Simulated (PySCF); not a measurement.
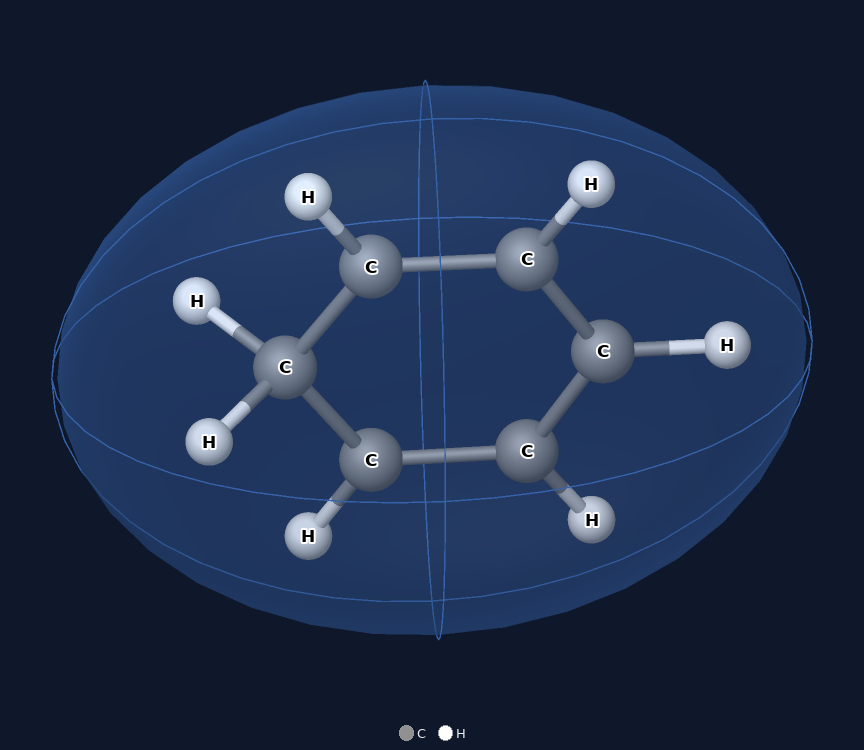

The ellipsoid shows the static dipole polarisability: its half-axes are proportional to the principal values. State: charge +1, singlet. The geometry was computed by an optimisation with PBE0-D3(BJ)/def2-SVP. No frequency run is at hand to confirm it as a minimum. Method: HF/def2-SVPD (PySCF 2.14.0).

Give the principal values, the mean and the anisotropy.

Answer. Principal values 38.8, 71.0, 76.3 bohr³; mean 62.0 bohr³ (9.19 Å³); anisotropy 35.2 bohr³, so the longest axis is 1.97 times the shortest.
